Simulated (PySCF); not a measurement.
C$_{5}$H$_{13}$F$_{3}$Si$_{2}$

```yaml
atoms:
  - { symbol: C, position_ang: [-2.2411, -0.6795, 0.5299] }
  - { symbol: C, position_ang: [-1.0465, 0.1334, 1.0095] }
  - { symbol: C, position_ang: [-0.2343, 0.7846, -0.1117] }
  - { symbol: Si, position_ang: [-1.2295, 2.0795, -1.1103] }
  - { symbol: C, position_ang: [0.3994, -0.2383, -1.0673] }
  - { symbol: Si, position_ang: [1.5183, -1.5531, -0.2761] }
  - { symbol: C, position_ang: [2.7890, -0.5956, 0.8532] }
  - { symbol: F, position_ang: [2.2607, -0.1625, 2.0176] }
  - { symbol: F, position_ang: [3.3044, 0.4990, 0.2527] }
  - { symbol: F, position_ang: [3.8455, -1.3630, 1.1929] }
  - { symbol: H, position_ang: [-1.9259, -1.5018, -0.1080] }
  - { symbol: H, position_ang: [-2.9324, -0.0514, -0.0273] }
  - { symbol: H, position_ang: [-2.7733, -1.0998, 1.3806] }
  - { symbol: H, position_ang: [-1.4025, 0.9218, 1.6771] }
  - { symbol: H, position_ang: [-0.3908, -0.5139, 1.6013] }
  - { symbol: H, position_ang: [0.5843, 1.3235, 0.3790] }
  - { symbol: H, position_ang: [-2.0108, 2.9044, -0.1890] }
  - { symbol: H, position_ang: [-0.2820, 2.9030, -1.8635] }
  - { symbol: H, position_ang: [-2.1182, 1.4047, -2.0612] }
  - { symbol: H, position_ang: [1.0002, 0.3104, -1.7994] }
  - { symbol: H, position_ang: [-0.3813, -0.7404, -1.6406] }
  - { symbol: H, position_ang: [0.8926, -2.5148, 0.6304] }
  - { symbol: H, position_ang: [2.3693, -2.2232, -1.2596] }
```

Geometry: GFN2-xTB.

Theory: PBE0/pcSseg-1, SCF density, gas phase, non-relativistic (PySCF 2.14.0).

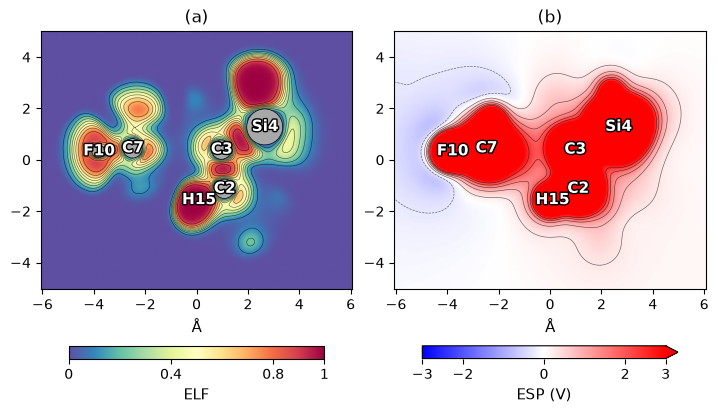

Figure 1. (a) electron localisation function; (b) electrostatic potential on the plane of atoms C3, C2 and H15. Grey discs cover the atomic cores in the ELF map.

Question: Read the bonding off the picture.

Answer:
- The plane passes through C, Si, F and H nuclei.
- C–F (1.35 Å): the ELF peaks at about 0.80 between the atoms (a shared but strongly polarised pair).
- C–C (1.53 Å): the ELF peaks at about 0.95 between the atoms: localised, covalent bonding.
- C–Si (1.91 Å): the ELF peaks at about 0.95 between the atoms (a shared electron pair).
- C–H (1.10 Å): the ELF climbs to about 1 towards the hydrogen, as it does in any bond to H: an ordinary covalent bond to hydrogen.
- The ELF also peaks beside F10, away from the bonds: lone-pair regions.
- Outside the dense part of the molecule the potential is most negative (−0.7 V) near F10.

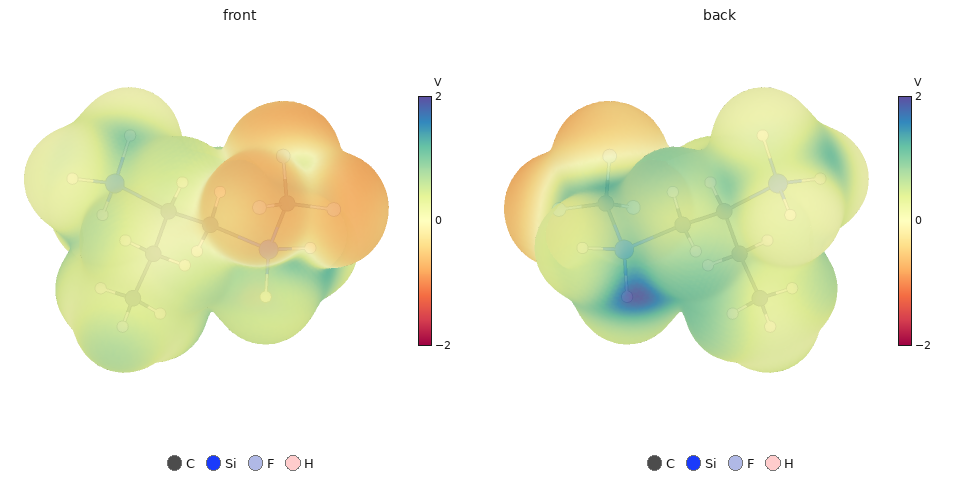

Figure 2. The electrostatic potential painted on the density surface at 0.002 e/bohr³, seen from the front and from behind; the colour scale runs from red (negative) to blue (positive).

Question: Which sites attract a positive test charge, and which a negative one?

Answer: A positive charge is drawn to the negative regions and a negative charge to the positive ones. The most negative region (about −0.8 V) lies over F8, F9 and F10, the most positive (about +1.8 V) over Si6.

Question: What dipole moment does the calculation give?

Answer: Its dipole moment is 2.58 D.
